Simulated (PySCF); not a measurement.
# CLuO (Lu(CO)3+): the cost of one run

Method: PBE0, Lu def2-SVP with ECP28, C def2-SVP, O def2-SVP; scalar-relativistic core potentials, no spin–orbit coupling; program: PySCF 2.14.0.

1 further run of the same task is left out (for a known fault of the program).

## Step 1: Starting geometry

3 atoms, charge 3, spin multiplicity 1.

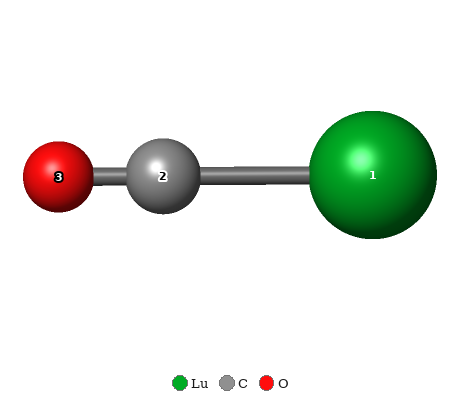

Start geometry, drawn with lutetium green, carbon grey, oxygen red; atoms are numbered from 1 in the order of the file.

As a file:

```
atom   x (Å)   y (Å)   z (Å)
 Lu1  0.0000  0.0000  0.0000
  C2  0.0000  0.0000  2.3046
  O3  0.0000  0.0000  3.4546
```

Formal oxidation states: Lu +3.

## Step 2: SCF at the start, singlet

run.py (the lines that set the calculation) reads:

```python
mol = gto.M(atom='''
Lu     0.00000     0.00000     0.00000
C      0.00000     0.00000     2.30460
O      0.00000     0.00000     3.45460''',
    basis={'Lu': 'def2-SVP', 'C': 'def2-SVP', 'O': 'def2-SVP'},
    ecp={'Lu': 'def2-SVP'},
    charge=3, spin=0)
mf = dft.RKS(mol, xc='PBE0')
mf.grids.atom_grid = (50, 194)  # f atoms: unpruned, at least (60, 302)
mf = mf.density_fit()  # fitting sets: Lu def2-universal-JKFIT, C def2-universal-JKFIT, O def2-universal-JKFIT
mf.conv_tol = 1e-08; mf.max_cycle = 55
mf.kernel(dm0)  # dm0: free metal ions and neutral atoms
```

Started as:

```
$ OMP_NUM_THREADS=2 python run.py
```

Q: Estimate wall time and peak memory on 2 threads of Arm Neoverse V2, shared host.

About 8.6 s, with a peak of 0.46 GiB.
